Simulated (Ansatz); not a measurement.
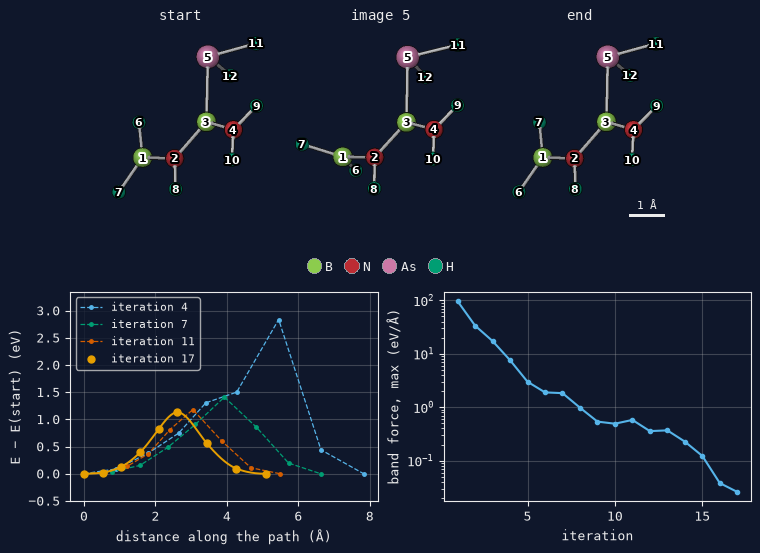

A search for the minimum-energy path of B2AsN2H7 by the nudged elastic band. Images are numbered from 0 (start) to 8 (end). The plot follows the band through its iterations. The picture is a ball-and-stick view, seen from a free direction.

Level of theory: RKS revPBE/def2-SVP (Ansatz 0.2.0). Run with 7 movable images; climbing image; force threshold 0.03 eV/Å; iteration limit 60; starting path through a guess of the saddle point.

How did the profile develop, and is the result final?

The run is converged, with reservations. The band converged in 17 iterations. The largest component of the band force went from 96 to 0.026 eV/Å. The climbing image converged on the top of the path. Its vibrational analysis gives 2 imaginary modes over 30i cm⁻¹, so it isn't confirmed as a transition state. The first iteration put the highest image at 37.22 eV. The two ends have the same energy, and the highest point, image 5, lies 1.13 eV above the start.
